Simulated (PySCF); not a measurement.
SeCl (charge +1, triplet)

```yaml
atoms:
  - { symbol: Se, position_ang: [0.0000, 0.0000, -0.6240] }
  - { symbol: Cl, position_ang: [0.0000, 0.0000, 1.4260] }
```

All numbers below come from PBE0/6-31G(d,p), non-relativistic, at a bond length of 2.050 Å in PySCF.

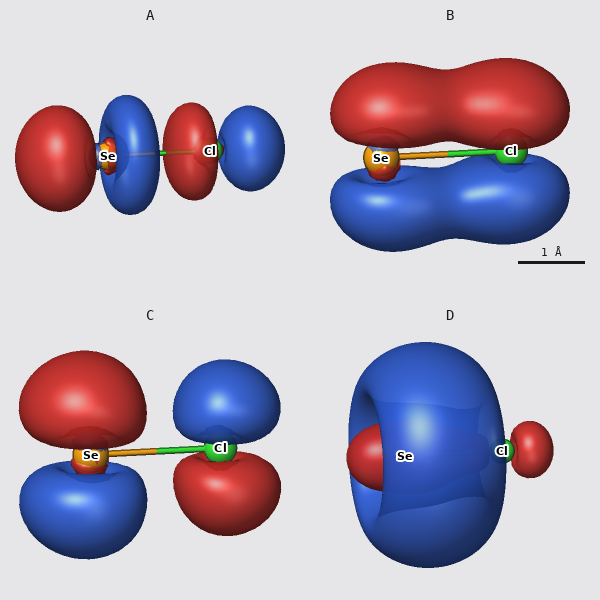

Figure 1. Four frontier α-spin orbitals, each drawn at the value that holds 80 % of its norm (blue and red are the two phases), in no order; of a degenerate pair one member is drawn.

### Name the orbitals and rank them from lowest to highest energy.

Orbital B: π, occupied in this spin, −18.68 eV; bonding, with no node between the atoms.
Orbital C: π, occupied in this spin, −15.60 eV; antibonding, with a node between the atoms.
Orbital A: σ, empty in this spin, −9.20 eV; shared between the atoms (Se 60 %, Cl 40 %).
Orbital D: σ, empty in this spin, −2.01 eV; mainly on Se (80 %).

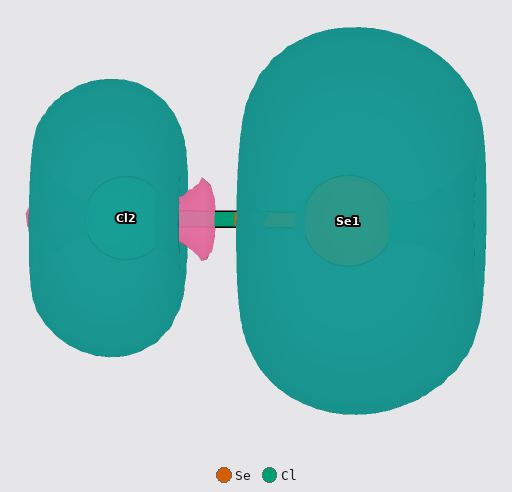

Figure 2. Isosurfaces of the spin density (α minus β) at +0.015 (teal) and −0.015 e/Å³ (pink), seen from one side.

### Describe the spin distribution.

The unpaired spin (2 electrons) lies mostly on Se1 (about 1.6) and Cl2 (about 0.4), in electrons by Hirshfeld's partition.

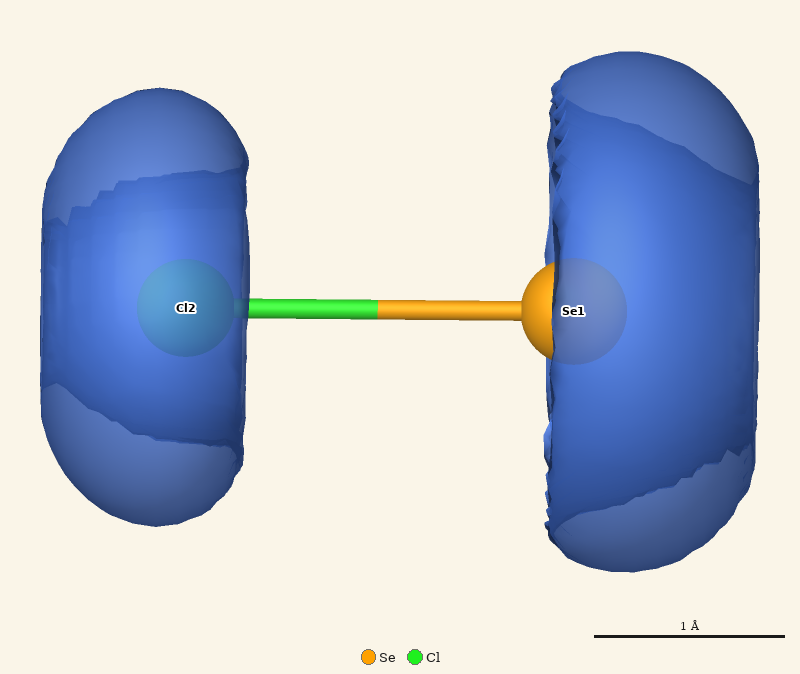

Figure 3. Isosurface of the ELF at 0.85 (blue), seen from one side. Core shells and regions of very low density are left out.

### Describe the localisation domains.

The ELF exceeds this value in one ring or bowl of non-bonding electrons around Cl and one ring or bowl of non-bonding electrons around Se.


Se–Cl (2.05 Å): the ELF peaks at about 0.80 between the atoms; a covalent bond.
